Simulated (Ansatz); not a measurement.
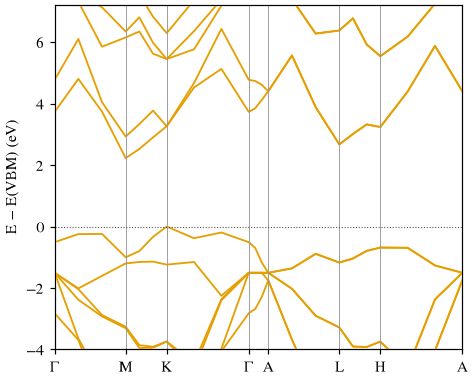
Fig. 1. Band structure from DFT-HSE06 in the program Ansatz with PAW potentials

Q: Read off the gap and where the band edges lie.

A: About 2.2 eV (2.23 eV among the points solved); maximum at K, minimum at M.

Q: Which of these materials gives this?
A. CdSe, P6_3mc (Cd on 2a, Cd on 2b, Se on 2a, Se on 2b)
B. CdSe, wurtzite
C. LiGeN, P6_3mc (Li on 2b, Ge on 2a, N on 2b)
D. GaN, NiAs type

A: C, LiGeN, P6_3mc (Li on 2b, Ge on 2a, N on 2b)

The workflow started from a Materials Project entry (that database holds measured and hypothetical structures alike); the Crystallography Open Database copy checked does not list it. Its standing as an ambient phase is unchecked. Symmetry was held in the HSE06 relaxation; whether a distortion lowers the energy is not shown. The hybrid was solved on a coarse mesh, the path and, where they were found, the r²SCAN edge points; its band edges are the extreme levels among these. Spin–orbit coupling is left out wherever it is not named.

Potentials: the later of the program's two PAW sets.
